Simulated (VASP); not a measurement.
YBe

```yaml
crystal:
  lattice:
    - [5.14183, 0.00000, 0.00000]
    - [0.00000, 5.14183, 0.00000]
    - [0.00000, 0.00000, 5.14183]
  atoms:
    - { symbol: Be, position: [0.50000, 0.00000, 0.00000] }
    - { symbol: Be, position: [0.00000, 0.50000, 0.00000] }
    - { symbol: Be, position: [0.00000, 0.00000, 0.50000] }
    - { symbol: Be, position: [0.50000, 0.50000, 0.50000] }
    - { symbol: Y, position: [0.00000, 0.00000, 0.00000] }
    - { symbol: Y, position: [0.50000, 0.50000, 0.00000] }
    - { symbol: Y, position: [0.50000, 0.00000, 0.50000] }
    - { symbol: Y, position: [0.00000, 0.50000, 0.50000] }
```

Space group Fm-3m; a generated structure, not necessarily the stable one; computed pressure about 29 GPa in this cell.

These are results of VASP, Kohn-Sham DFT of a periodic cell, PBE, VASP PAW PBE potentials, recommended, not measurements.

**What can the converged valence pseudo-density and electron localisation function tell about the bonding?**

Y–Be (2.57 Å): ρ is about 0.24 e/Å³ halfway; the ELF is about 0.15 at the midpoint; no localised pair shows between them.

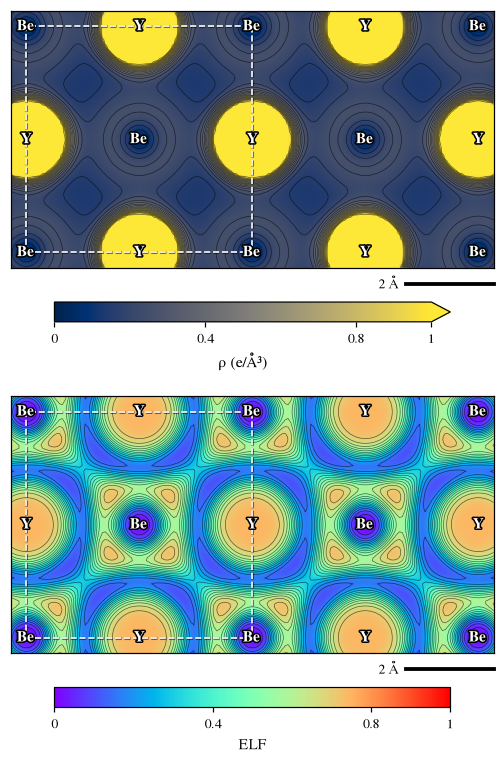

Computed valence pseudo-density and electron localisation function on the (100) plane of the conventional cell, in this order. 

The density is the valence pseudo-density of a PAW calculation; it isn't the true density close to the nuclei.
